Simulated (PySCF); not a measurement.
# MnF₆ (-3): ligand-field states, part 1 of 2

Aim: compute the ligand-field states of MnF₆ (-3).

Computed with PySCF 2.14.0 and routines of our own; the level stands in each step. Atoms count from 0.

### Step 1. The system as given

7 atoms, charge -3, states of the metal's open shell are computed; geometry from: model geometry, bond lengths from ionic radii.

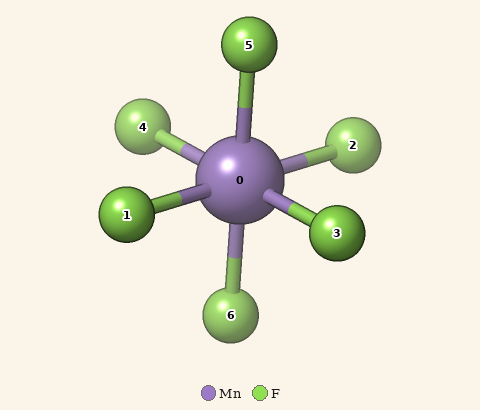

The starting geometry (manganese light purple, fluorine green); sticks join atoms by distance alone.

### Step 2. Ligand-field states: state-averaged CASSCF in water

The job: settings as JSON, then the geometry in Å.

```
{"job": {"kind": "lf", "basis": {"metal": "x2c-TZVPall", "ligand": "x2c-SVPall"}, "nevpt": true, "solvent": "water"}, "charge": -3, "metal": "Mn", "open_shell": "d4"}
Mn     0.000000     0.000000     0.000000
F      0.000000     0.000000     1.945000
F      0.000000     0.000000    -1.945000
F      1.945000     0.000000     0.000000
F     -1.945000     0.000000     0.000000
F      0.000000     1.945000     0.000000
F     -0.000000    -1.945000     0.000000
```

With the program's defaults for keys left out, this is: state-averaged CASSCF of the metal d shell, SC-NEVPT2 on the averaged canonical orbitals, state-interaction spin-orbit coupling.

The run is started by

```console
> OMP_NUM_THREADS=1 python lf_run.py task.json out
```

The driver reads the jobs from task.json and runs them one after another.

What it wrote:

```text
basis functions 132, electrons 82, active (4e, 5o)
stage 1: DIIS on the effective Fock matrix, level shift 0.30
cycle   1  E = -1748.6924360101  dE = -1.749e+03  max|g| = 3.728e+00
cycle   2  E = -1753.1645976117  dE = -4.472e+00  max|g| = 1.354e+00
cycle   3  E = -1754.3218436183  dE = -1.157e+00  max|g| = 5.111e-01
cycle   4  E = -1754.3895962652  dE = -6.775e-02  max|g| = 6.969e-02
cycle   5  E = -1754.3936778945  dE = -4.082e-03  max|g| = 4.955e-02
cycle   6  E = -1754.3947178832  dE = -1.040e-03  max|g| = 2.970e-02
cycle   7  E = -1754.3955520857  dE = -8.342e-04  max|g| = 7.918e-03
cycle   8  E = -1754.3956068881  dE = -5.480e-05  max|g| = 4.213e-03
cycle   9  E = -1754.3955938188  dE =  1.307e-05  max|g| = 5.796e-03
cycle  10  E = -1754.3956030281  dE = -9.209e-06  max|g| = 5.264e-03
cycle  11  E = -1754.3956098132  dE = -6.785e-06  max|g| = 4.802e-03
cycle  12  E = -1754.3956154753  dE = -5.662e-06  max|g| = 4.924e-03
cycle  13  E = -1754.3956206231  dE = -5.148e-06  max|g| = 4.639e-03
cycle  14  E = -1754.3956220737  dE = -1.451e-06  max|g| = 4.509e-03
cycle  15  E = -1754.3956237329  dE = -1.659e-06  max|g| = 4.514e-03
cycle  16  E = -1754.3956250996  dE = -1.367e-06  max|g| = 4.472e-03
cycle  17  E = -1754.3956300333  dE = -4.934e-06  max|g| = 3.906e-03
cycle  18  E = -1754.3956312727  dE = -1.239e-06  max|g| = 3.694e-03
cycle  19  E = -1754.3956321035  dE = -8.308e-07  max|g| = 3.610e-03
cycle  20  E = -1754.3956332475  dE = -1.144e-06  max|g| = 3.451e-03
cycle  21  E = -1754.3956361489  dE = -2.901e-06  max|g| = 3.278e-03
cycle  22  E = -1754.3956391741  dE = -3.025e-06  max|g| = 2.977e-03
cycle  23  E = -1754.3956393273  dE = -1.532e-07  max|g| = 3.129e-03
cycle  24  E = -1754.3956383491  dE =  9.782e-07  max|g| = 3.247e-03
cycle  25  E = -1754.3956366574  dE =  1.692e-06  max|g| = 3.416e-03
cycle  26  E = -1754.3956345065  dE =  2.151e-06  max|g| = 3.615e-03
stage 2: quasi-Newton rotations from the point of smallest gradient
cycle  28  E = -1754.3956479898  dE = -8.816e-06  max|g| = 2.104e-03
cycle  29  E = -1754.3956504779  dE = -2.488e-06  max|g| = 3.545e-04
cycle  30  E = -1754.3956505471  dE = -6.918e-08  max|g| = 4.792e-05
cycle  31  E = -1754.3956505509  dE = -3.823e-09  max|g| = 2.386e-05
cycle  32  E = -1754.3956505514  dE = -4.272e-10  max|g| = 4.820e-06
converged average energy = -1754.3956505514

 mult deg   label        CASSCF/cm-1   NEVPT2/cm-1
   5   2   5Eg                 0.0           0.0
   3   3   3T1g            13271.2        9139.0
   5   3   5T2g            12291.4       15121.2
   1   3   1T2g            24806.5       19830.7
   3   2   3Eg             22321.5       21489.9
   1   2   1Eg             25989.6       22065.5
   3   3   3T1g            23740.8       22089.6
   3   3   3T2g            24604.5       23014.8
   3   1   3A2g            26777.9       24761.2
   3   1   3A1g            27272.4       24834.8
   1   1   1A1g            31671.7       26798.9
   3   2   3Eg             30991.5       28248.1
   1   3   1T2g            33956.9       31889.1
   1   1   1A2g            33732.9       32562.3
   1   3   1T1g            35980.7       33775.7
   3   3   3T1g            33737.8       34498.8
   3   3   3T1g            35797.1       35653.3
   3   3   3T2g            35085.8       35926.6
   1   2   1Eg             40467.0       36725.6
   3   3   3T2g            43268.4       39705.9
   3   2   3Eg             42506.3       40881.4
   3   3   3T2g            41776.4       42101.8
   1   2   1Eg             46810.7       45929.1
   1   3   1T2g            44836.0       45979.5
   1   1   1A1g            47714.3       45984.7
   3   3   3T1g            44732.8       46614.7
   1   3   1T2g            53112.2       50191.4
   1   3   1T1g            52190.2       50653.1
   1   1   1A1g            57502.0       52874.2
   1   3   1T2g            58485.2       55723.7
   1   3   1T1g            57517.4       55848.9
   1   1   1A2g            59878.3       56942.6
   3   3   3T1g            63073.1       57638.1
   3   1   3A2g            68642.0       63796.1
   3   3   3T1g            70449.9       65736.9
   3   3   3T2g            70561.4       67535.9
   1   3   1T1g            72018.5       67558.8
   1   2   1Eg             74517.7       69687.2
   1   1   1A1g            74669.7       74461.5
   1   3   1T2g            82501.4       79143.2
   1   3   1T2g            95821.2       85983.9
   1   2   1Eg            100463.0       90594.4
   1   1   1A1g           124666.3      110915.0

spin-orbit levels / cm-1
      0.00  x1  5Eg 1.00
     10.60  x3  5Eg 1.00
     21.08  x2  5Eg 1.00
     30.05  x3  5Eg 1.00
     39.04  x1  5Eg 1.00
   8921.73  x1  3T1g 0.99
   9064.30  x3  3T1g 1.00
   9289.56  x3  3T1g 1.00
   9303.17  x2  3T1g 1.00
  14969.27  x1  5T2g 1.00
  14973.20  x3  5T2g 1.00
  14976.30  x3  5T2g 1.00
  15228.04  x2  5T2g 1.00
  15229.40  x3  5T2g 1.00
  15392.01  x3  5T2g 1.00
  19764.48  x3  1T2g 0.95
  21516.77  x3  3Eg 1.00
  21554.18  x3  3Eg 0.98
  21722.14  x1  3T1g 0.99
  21878.09  x2  1Eg 0.78 3T2g 0.13 3T1g 0.09
  21934.86  x3  3T1g 0.99
  22383.89  x3  3T1g 0.98
  22392.54  x2  3T1g 0.91 1Eg 0.07
  22980.84  x3  3T2g 1.00
  23144.07  x2  3T2g 0.84 1Eg 0.15
  23179.78  x3  3T2g 0.98
```

Wall time 13 s (1 thread of Arm Neoverse V2, shared host); peak memory 0.33 GiB.

In short:

```
             quantity     value
spin-orbit constant ζ  343 cm⁻¹
```

Powder susceptibility:

| T (K) | χT (cm³ K/mol) | μ(eff) |
| --- | --- | --- |
| 2 | 0.756 | 2.46 |
| 5 | 1.714 | 3.70 |
| 10 | 2.406 | 4.39 |
| 20 | 2.761 | 4.70 |
| 30 | 2.854 | 4.78 |
| 50 | 2.909 | 4.82 |
| 75 | 2.929 | 4.84 |
| 100 | 2.937 | 4.85 |
| 150 | 2.946 | 4.85 |
| 200 | 2.951 | 4.86 |
| 250 | 2.955 | 4.86 |
| 300 | 2.958 | 4.86 |

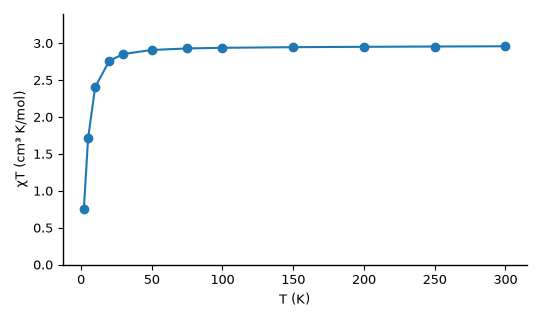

χT against temperature.

Orbitals, density, ELF and potential are computed afterwards from the orbital file.

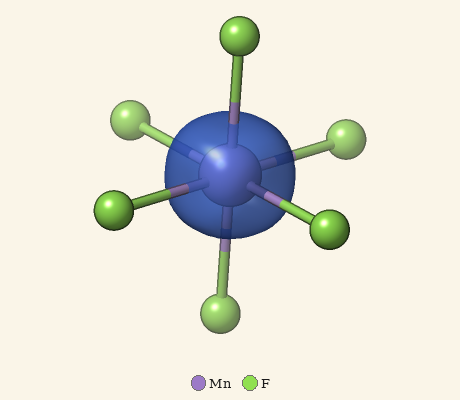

Spin density at ±0.3 e/Å³ (alpha excess blue, beta excess red).

In these pictures sticks join atoms by distance alone, so bonds to metals can be missing or extra.

### Step 3. Ligand-field states: state-averaged CASSCF (axial bond length × 0.9) in water

The job: settings as JSON, then the geometry in Å.

```
{"job": {"kind": "lf", "basis": {"metal": "x2c-TZVPall", "ligand": "x2c-SVPall"}, "nevpt": true, "solvent": "water", "reuse": true}, "charge": -3, "metal": "Mn", "open_shell": "d4"}
Mn     0.000000     0.000000     0.000000
F      0.000000     0.000000     1.750500
F      0.000000     0.000000    -1.750500
F      1.945000     0.000000     0.000000
F     -1.945000     0.000000     0.000000
F      0.000000     1.945000     0.000000
F     -0.000000    -1.945000     0.000000
```

With the program's defaults for keys left out, this is: state-averaged CASSCF of the metal d shell, SC-NEVPT2 on the averaged canonical orbitals, state-interaction spin-orbit coupling.

What it wrote:

```text
basis functions 132, electrons 82, active (4e, 5o)
start from the orbitals of the previous structure
stage 1: DIIS on the effective Fock matrix, level shift 0.30
cycle   1  E = -1752.6799114910  dE = -1.753e+03  max|g| = 3.410e+00
cycle   2  E = -1754.2985488820  dE = -1.619e+00  max|g| = 3.857e-01
cycle   3  E = -1754.3522548906  dE = -5.371e-02  max|g| = 8.533e-02
cycle   4  E = -1754.3511404555  dE =  1.114e-03  max|g| = 1.206e-01
cycle   5  E = -1754.3596846551  dE = -8.544e-03  max|g| = 7.038e-02
cycle   6  E = -1754.3633670475  dE = -3.682e-03  max|g| = 1.110e-02
cycle   7  E = -1754.3634222119  dE = -5.516e-05  max|g| = 8.029e-03
cycle   8  E = -1754.3635077405  dE = -8.553e-05  max|g| = 3.767e-03
cycle   9  E = -1754.3635235067  dE = -1.577e-05  max|g| = 2.178e-03
cycle  10  E = -1754.3635286272  dE = -5.121e-06  max|g| = 1.233e-03
...
cycle  32  E = -1754.3635318079  dE =  3.219e-08  max|g| = 3.918e-04
cycle  33  E = -1754.3635317527  dE =  5.517e-08  max|g| = 4.326e-04
cycle  34  E = -1754.3635316819  dE =  7.085e-08  max|g| = 5.191e-04
cycle  35  E = -1754.3635316021  dE =  7.980e-08  max|g| = 6.297e-04
cycle  36  E = -1754.3635314660  dE =  1.360e-07  max|g| = 5.613e-04
cycle  37  E = -1754.3635312601  dE =  2.059e-07  max|g| = 9.140e-04
cycle  38  E = -1754.3635309943  dE =  2.658e-07  max|g| = 1.071e-03
stage 2: quasi-Newton rotations from the point of smallest gradient
cycle  40  E = -1754.3635319517  dE = -8.951e-08  max|g| = 1.356e-04
cycle  41  E = -1754.3635319646  dE = -1.286e-08  max|g| = 5.011e-05
cycle  42  E = -1754.3635319660  dE = -1.491e-09  max|g| = 8.061e-06
converged average energy = -1754.3635319660

 mult deg   label        CASSCF/cm-1   NEVPT2/cm-1
   5   1   5A1g                0.0           0.0
   5   1   5B1g             8356.6        9282.6
   3   1   3A2g            13792.8        9590.5
   3   2   3Eg             15336.7       11757.8
   1   1   1B2g            25396.5       20701.6
   5   2   5Eg             18164.8       21380.0
   3   1   3A1g            22963.1       21913.6
   1   2   1Eg             26869.6       22228.2
   1   1   1B1g            26516.5       22578.7
   3   2   3Eg             25493.2       23937.4
   5   1   5B2g            20337.6       23940.5
   3   1   3B2g            26114.2       24363.5
   3   1   3B1g            26323.7       25067.5
   1   1   1A1g            28646.4       25155.5
   3   1   3A1g            29186.9       26465.7
   3   1   3A2g            29195.7       28257.6
   1   1   1A1g            33657.3       28744.0
   3   2   3Eg             30132.2       28964.3
   3   1   3B1g            32063.4       31218.1
   1   1   1B2g            34942.0       32621.7
   1   1   1B1g            36518.6       34644.2
   3   1   3A1g            36489.6       34805.9
   1   2   1Eg             37289.5       35407.8
   3   1   3B1g            37332.0       35519.7
   3   1   3A2g            37086.8       37613.7
   3   2   3Eg             38094.1       37641.4
   1   1   1A2g            40257.2       38505.9
   1   2   1Eg             41102.5       39439.3
   3   1   3A2g            40155.3       40151.8
   1   1   1A1g            44079.1       41039.8
   3   2   3Eg             40584.2       41797.6
   3   2   3Eg             42196.9       42584.2
   1   1   1B1g            45162.1       42902.6
   3   1   3B2g            42859.9       44529.1
   3   1   3B1g            47396.7       45974.0
   3   2   3Eg             48859.5       46812.9
   3   1   3B2g            47595.6       47392.7
   3   2   3Eg             47203.4       47476.5
   1   1   1B1g            48609.4       47733.5
   3   1   3B2g            49539.6       48270.7
   1   2   1Eg             53627.5       49051.2
   3   1   3A1g            49797.0       49276.7
   1   1   1B2g            49710.5       50641.9
   1   1   1A1g            53260.4       51478.9
   1   2   1Eg             51069.9       52511.4
   3   2   3Eg             51961.2       53185.3
   3   1   3A2g            54061.7       55117.5
   1   1   1A2g            58729.5       55450.0
   1   1   1A1g            61905.7       56770.3
   1   2   1Eg             59108.3       57127.0
   1   1   1A1g            57391.1       57231.2
   1   1   1B2g            58626.8       57949.7
   1   1   1B2g            62958.2       59438.3
   1   2   1Eg             60961.3       61265.4
   1   1   1B1g            65059.7       62264.5
   1   1   1A2g            66043.7       65264.9
   3   1   3A2g            68417.7       65646.6
   3   2   3Eg             69667.1       65703.9
   1   2   1Eg             69352.4       67612.3
   3   2   3Eg             74096.9       69865.9

spin-orbit levels / cm-1
      0.00  x1  5A1g 1.00
      4.54  x2  5A1g 1.00
     18.01  x2  5A1g 1.00
   9224.98  x1  5B1g 0.96
   9229.28  x1  5B1g 0.97
   9268.24  x2  5B1g 0.98
   9282.53  x1  5B1g 0.99
   9600.18  x1  3A2g 0.98
   9610.23  x2  3A2g 0.99
  11728.58  x1  3Eg 0.97
  11734.40  x1  3Eg 0.96
  11810.91  x2  3Eg 0.98
  11880.78  x1  3Eg 1.00
  11907.66  x1  3Eg 0.99
  20680.23  x1  1B2g 0.98
  21214.13  x2  5Eg 1.00
  21288.09  x1  5Eg 0.99
  21295.39  x1  5Eg 0.99
  21369.30  x2  5Eg 0.99
  21443.59  x1  5Eg 0.98
  21447.02  x1  5Eg 0.98
  21515.06  x2  5Eg 0.97
  21835.25  x2  3A1g 0.78 1Eg 0.21
  21927.24  x1  3A1g 1.00
  22279.07  x2  1Eg 0.74 3A1g 0.22
  22532.89  x1  1B1g 0.96 3B2g 0.03
  23440.19  x1  3Eg 0.66 5B2g 0.32
  23477.24  x1  3Eg 0.64 5B2g 0.35
  23734.79  x2  5B2g 0.52 3Eg 0.45
  23847.65  x1  5B2g 0.74 3Eg 0.25
```

Run time: 11 s. Hardware: 1 thread of Arm Neoverse V2, shared host; peak memory 0.33 GiB.

Key values:

```
             quantity     value
spin-orbit constant ζ  340 cm⁻¹
```

Powder susceptibility:

| T (K) | χT (cm³ K/mol) | μ(eff) |
| --- | --- | --- |
| 2 | 1.662 | 3.65 |
| 20 | 2.896 | 4.81 |
| 100 | 2.964 | 4.87 |
| 300 | 2.975 | 4.88 |

### Step 4. Ligand-field states: state-averaged CASSCF (axial bond length × 0.95) in water

The job, as its differences from that of step 3:

```diff
@@ -2,4 +2,4 @@
 Mn     0.000000     0.000000     0.000000
-F      0.000000     0.000000     1.750500
-F      0.000000     0.000000    -1.750500
+F      0.000000     0.000000     1.847800
+F      0.000000     0.000000    -1.847800
 F      1.945000     0.000000     0.000000
```

Method: state-averaged CASSCF of the metal d shell, SC-NEVPT2 on the averaged canonical orbitals, state-interaction spin-orbit coupling.

What it wrote:

```text
basis functions 132, electrons 82, active (4e, 5o)
start from the orbitals of the previous structure
stage 1: DIIS on the effective Fock matrix, level shift 0.30
cycle   1  E = -1753.7944834000  dE = -1.754e+03  max|g| = 2.319e+00
cycle   2  E = -1754.3677363671  dE = -5.733e-01  max|g| = 1.669e-01
cycle   3  E = -1754.3851662486  dE = -1.743e-02  max|g| = 5.550e-02
cycle   4  E = -1754.3848997769  dE =  2.665e-04  max|g| = 3.115e-02
cycle   5  E = -1754.3853046143  dE = -4.048e-04  max|g| = 3.620e-02
cycle   6  E = -1754.3868946130  dE = -1.590e-03  max|g| = 1.611e-02
cycle   7  E = -1754.3871933316  dE = -2.987e-04  max|g| = 1.105e-02
cycle   8  E = -1754.3872249357  dE = -3.160e-05  max|g| = 1.341e-02
cycle   9  E = -1754.3872364817  dE = -1.155e-05  max|g| = 1.053e-02
cycle  10  E = -1754.3872269261  dE =  9.556e-06  max|g| = 1.220e-02
cycle  11  E = -1754.3872085121  dE =  1.841e-05  max|g| = 1.192e-02
cycle  12  E = -1754.3871736563  dE =  3.486e-05  max|g| = 1.250e-02
cycle  13  E = -1754.3871430251  dE =  3.063e-05  max|g| = 1.483e-02
cycle  14  E = -1754.3870971732  dE =  4.585e-05  max|g| = 1.713e-02
cycle  15  E = -1754.3870648965  dE =  3.228e-05  max|g| = 1.902e-02
cycle  16  E = -1754.3869688074  dE =  9.609e-05  max|g| = 2.135e-02
cycle  17  E = -1754.3867838361  dE =  1.850e-04  max|g| = 2.538e-02
cycle  18  E = -1754.3864949834  dE =  2.889e-04  max|g| = 3.015e-02
cycle  19  E = -1754.3860010065  dE =  4.940e-04  max|g| = 3.723e-02
cycle  20  E = -1754.3851603481  dE =  8.407e-04  max|g| = 4.868e-02
stage 2: quasi-Newton rotations from the point of smallest gradient
cycle  22  E = -1754.3873927387  dE = -1.563e-04  max|g| = 3.988e-03
cycle  23  E = -1754.3874109246  dE = -1.819e-05  max|g| = 2.215e-03
cycle  24  E = -1754.3874138453  dE = -2.921e-06  max|g| = 3.947e-04
cycle  25  E = -1754.3874139137  dE = -6.838e-08  max|g| = 1.223e-04
cycle  26  E = -1754.3874139262  dE = -1.252e-08  max|g| = 3.045e-05
cycle  27  E = -1754.3874139269  dE = -7.042e-10  max|g| = 6.496e-06
converged average energy = -1754.3874139269

 mult deg   label        CASSCF/cm-1   NEVPT2/cm-1
   5   1   5A1g                0.0           0.0
   5   1   5B1g             3761.8        4242.5
   3   1   3A2g            13574.4        9406.1
   3   2   3Eg             14207.5       10309.7
   5   2   5Eg             14965.7       18040.6
   5   1   5B2g            15895.5       19127.3
   1   1   1B2g            25147.9       20320.2
   1   2   1Eg             25761.6       20917.0
   3   1   3A1g            22774.5       21854.9
   1   1   1B1g            26350.9       22407.2
   3   2   3Eg             24634.2       23043.2
   1   1   1A1g            27225.2       23498.2
   3   1   3B2g            25421.5       23803.6
   3   1   3B1g            24796.3       24116.0
   3   1   3A2g            26401.5       25205.2
   3   2   3Eg             27138.7       25841.0
   3   1   3A1g            28607.2       26168.1
   3   1   3B1g            28769.9       27082.7
   1   1   1A1g            32772.5       27918.6
   3   1   3A1g            32923.7       30557.9
   3   1   3B1g            33716.8       31369.0
   1   1   1B2g            34479.0       32319.7
   1   2   1Eg             35854.6       33982.3
   1   1   1B1g            35320.3       34055.5
   1   2   1Eg             38049.3       36086.4
   1   1   1A2g            38078.4       36184.7
   3   1   3A2g            36856.8       36217.7
   3   2   3Eg             36036.7       36506.9
   3   1   3A2g            36190.0       37479.5
   3   2   3Eg             37576.5       38628.5
   1   1   1A1g            42179.4       38723.2
   1   1   1B1g            42355.5       39134.0
   3   2   3Eg             39158.8       39480.1
   3   1   3B2g            38585.7       39835.9
   3   2   3Eg             45681.4       42552.6
   3   1   3B2g            45859.8       43256.4
   3   1   3B1g            44712.6       43290.1
   3   1   3A1g            45746.2       44703.5
   3   1   3B2g            44605.4       44880.0
   3   2   3Eg             44562.5       45019.6
   1   1   1B1g            47661.2       46845.5
   1   1   1B2g            47346.2       48615.0
   1   1   1A1g            50193.8       48705.3
   1   2   1Eg             47753.0       49143.2
   3   2   3Eg             47906.9       49659.0
   1   2   1Eg             53588.9       50331.2
   3   1   3A2g            49208.9       50967.4
   1   1   1A1g            51776.0       51340.3
   1   1   1A2g            55315.3       52829.3
   1   2   1Eg             55679.1       53493.4
   1   1   1B2g            55837.1       53954.4
   1   1   1A1g            59578.2       54555.5
   1   1   1B2g            60150.2       56942.7
   1   2   1Eg             58931.5       58114.4
   1   1   1B1g            62436.6       59703.5
   1   1   1A2g            61441.7       60490.5
   3   1   3A2g            65208.9       60793.1
   3   2   3Eg             65786.1       60897.5
   1   2   1Eg             63330.9       61441.9
   3   1   3B1g            71258.1       66697.5

spin-orbit levels / cm-1
      0.00  x1  5A1g 1.00
      4.70  x2  5A1g 1.00
     18.61  x1  5A1g 1.00
     18.62  x1  5A1g 1.00
   4230.51  x1  5B1g 0.99
   4230.62  x1  5B1g 0.99
   4249.90  x2  5B1g 1.00
   4256.35  x1  5B1g 1.00
   9387.31  x1  3A2g 0.95 3Eg 0.05
   9416.83  x2  3A2g 0.98
  10236.24  x1  3Eg 0.99
  10266.24  x1  3Eg 0.94 3A2g 0.05
  10355.23  x2  3Eg 0.98
  10442.41  x1  3Eg 1.00
  10458.26  x1  3Eg 1.00
  17880.14  x2  5Eg 1.00
  17947.36  x1  5Eg 0.98
  17953.79  x1  5Eg 0.99
  18025.87  x2  5Eg 0.98
  18088.86  x1  5Eg 0.96 5B2g 0.04
  18129.24  x1  5Eg 0.99
  18197.74  x2  5Eg 0.98
  19129.77  x1  5B2g 0.98
  19130.04  x1  5B2g 0.98
  19159.93  x2  5B2g 0.96 5Eg 0.03
  19170.16  x1  5B2g 0.96 5Eg 0.04
  20288.43  x1  1B2g 0.98
  20838.14  x2  1Eg 0.94 3A1g 0.03
  21869.71  x1  3A1g 1.00
  21911.55  x2  3A1g 0.97 1Eg 0.03
```

Run time: 8.6 s. Hardware: 1 thread of Arm Neoverse V2, shared host; peak memory 0.34 GiB.

From this job:

```
             quantity     value
spin-orbit constant ζ  342 cm⁻¹
```

Powder susceptibility:

```
T (K)  χT (cm³ K/mol)  μ(eff)
    2           1.613    3.59
   20           2.881    4.80
  100           2.955    4.86
  300           2.968    4.87
```

(Continued in part 2 of 2.)
